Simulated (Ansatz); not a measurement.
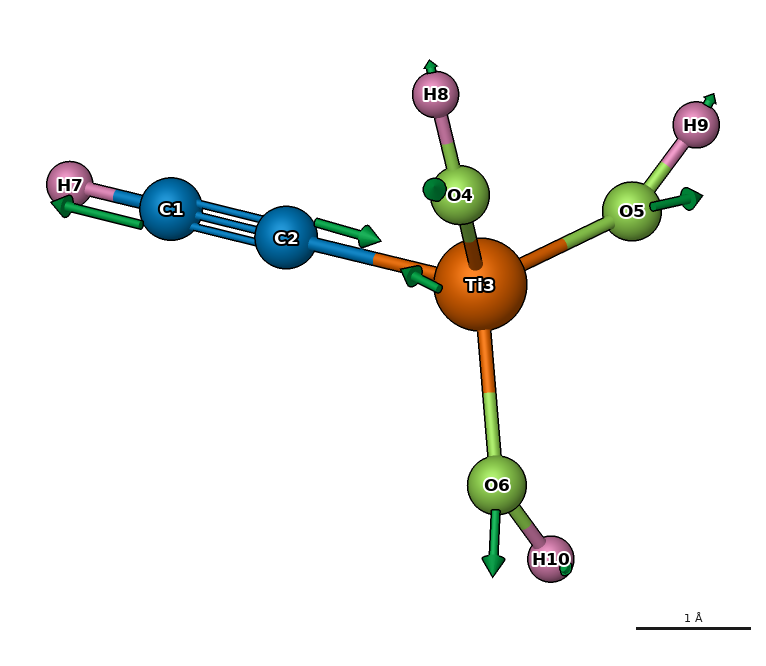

Arrows show the forces on the atoms, 2 Å of arrow for 1 eV/Å; forces under a tenth of the largest aren't drawn. Charge 0, singlet. Level of theory: r2SCAN-D4/def2-TZVPP (Ansatz 0.2.0).

On which atom is the force largest, and how large is it?

On C1: 0.48 eV/Å.

Along which bond is the force strongest?

C1–C2, now 1.214 Å: the forces push its atoms apart, so a first step downhill lengthens it.

List the force components in the frame of the picture (x right, y up, z towards the viewer), in eV/Å.

```csv
atom,Fx,Fy,Fz
C1,−0.40,0.10,−0.24
C2,0.29,−0.08,0.18
Ti3,−0.18,0.09,−0.14
O4,−0.01,0.05,0.31
O5,0.23,0.05,−0.19
O6,−0.01,−0.30,0.12
H7,0.03,−0.01,0.02
H8,−0.01,0.06,0.00
H9,0.03,0.06,0.00
H10,0.04,−0.02,−0.05
```
